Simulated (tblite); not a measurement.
Frequency calculation of C$_{4}$H$_{11}$AlCl (charge −1)

System: C$_{4}$H$_{11}$AlCl, charge −1.
Method: GFN2-xTB harmonic vibrations, gas phase (tblite 0.8.0).

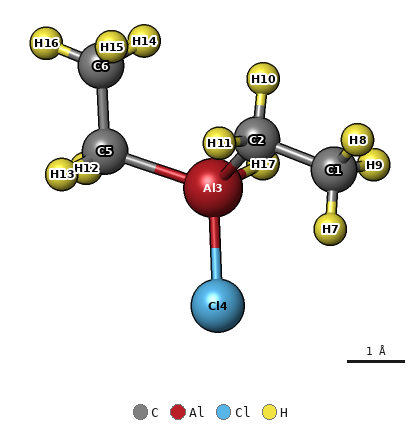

*The input geometry (ball-and-stick view, seen at a tilt; atoms are numbered from 1 in the order of the input). Sticks mark near contacts.*

Bond lengths as drawn: Al–C 2.05 to 2.06 Å, Al–Cl 2.10 Å, Al–H 1.60 Å, C–C 1.53 Å and C–H 1.09 to 1.10 Å.

**The input**
```
{"job": {"kind": "ir", "xc": "GFN2-xTB", "basis": "xTB"}, "charge": -1, "multiplicity": 1}
C      2.648958    -0.536398     0.609332
C      1.335604    -0.213678    -0.110782
Al    -0.268384     0.131687     1.130308
Cl     0.217961     1.511233     2.635739
C     -1.873073     0.776916     0.030859
C     -2.130405    -0.159476    -1.152694
H      2.971154     0.313957     1.210622
H      3.461066    -0.790359    -0.083878
H      2.506999    -1.380134     1.285120
H      1.095156    -1.075058    -0.756682
H      1.536190     0.608200    -0.819984
H     -2.777259     0.763549     0.665050
H     -1.829459     1.808362    -0.356737
H     -2.153670    -1.193604    -0.809227
H     -1.325044    -0.076535    -1.881679
H     -3.076549     0.050398    -1.666978
H     -0.661190    -1.230547     1.870483
```

The first line tells a small driver script what to run in tblite; the rest is the geometry in Å.

Hardware: 1 CPU thread, shared host.

Command:
```bash
OMP_NUM_THREADS=1 python <driver script> task.json out
```

**Log**
```
mode    cm-1     km/mol
  1      31.5      0.71
  2      45.0      0.45
  3      69.3      1.10
  4      77.0      0.38
  5     109.0      0.35
  6     147.9      1.05
  7     176.9      2.78
  8     225.5      4.22
  9     231.2      3.14
 10     407.2     12.41
 11     438.5     15.57
 12     487.2     10.51
 13     534.7      9.02
 14     553.5    141.83
 15     636.0    466.73
 16     652.4    457.19
 17     912.0      7.05
 18     916.2      7.98
 19     971.8     18.43
 20     974.6     29.87
 21    1042.4      5.97
 22    1043.4     18.01
 23    1248.5      4.53
 24    1252.7      9.57
 25    1259.5      2.54
 26    1266.1      9.60
 27    1400.7      4.17
 28    1401.9      8.30
 29    1499.7    263.88
 30    1504.7     12.08
 31    1507.6    121.67
 32    1521.1      4.54
 33    1521.3      3.97
 34    1523.7      6.33
 35    1524.8     17.13
 36    2803.9     60.12
 37    2808.5    212.05
 38    2839.0     74.60
 39    2840.5    129.40
 40    2883.6    222.93
 41    2887.1    175.55
 42    2983.6     60.29
 43    2986.3     88.45
 44    2995.4     43.37
 45    3000.5     50.20
ZPE 347.777  H(298)-E 378.988  G(298)-E 253.125 kJ/mol  S 422.15 J/(mol K)
```

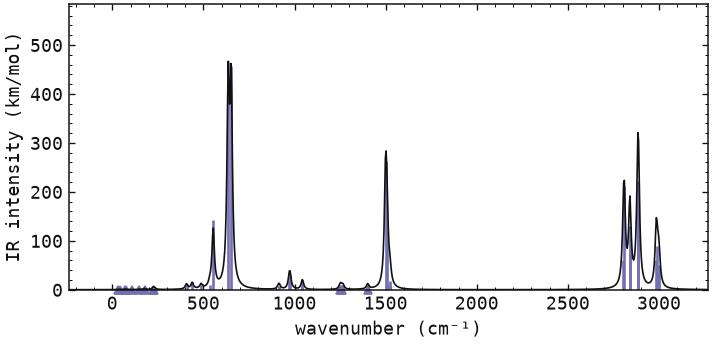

*Harmonic infrared spectrum, unscaled: sticks (degenerate modes added up, dark ones marked on the axis) with a Lorentzian envelope of 16 cm⁻¹ full width, scaled to the tallest stick.*

45 modes from 32 to 3000 cm⁻¹, none imaginary. The strongest line is at 636 cm⁻¹ (467 km/mol).

**Results in brief**

- outcome: converged
- total energy: −546.1236 eV
- zero-point energy: 83.1210 kcal/mol
- wall time: 0.66 s
- peak memory: 0.4 GiB
